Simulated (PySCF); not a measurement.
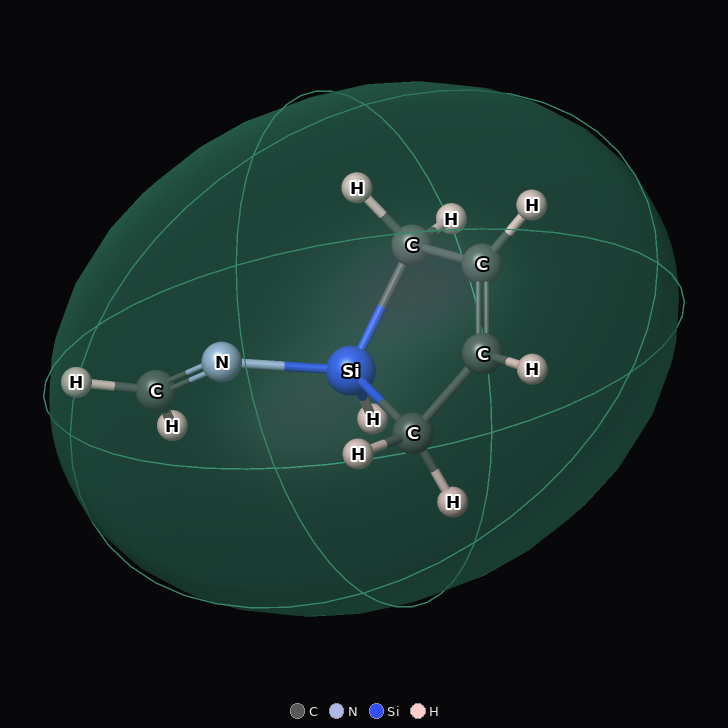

The ellipsoid shows the static dipole polarisability: its half-axes are proportional to the principal values. The computed structure is the end point of a PBE0-D3(BJ)/def2-SVP optimisation. No frequency run is at hand to confirm it as a minimum. Level of theory: B3LYP/def2-SVPD (PySCF 2.14.0).

> Give the principal values, the mean and the anisotropy.

Principal values 73.9, 88.0, 114.7 bohr³; mean 92.2 bohr³ (13.67 Å³); anisotropy 35.9 bohr³, so the longest axis is 1.55 times the shortest.
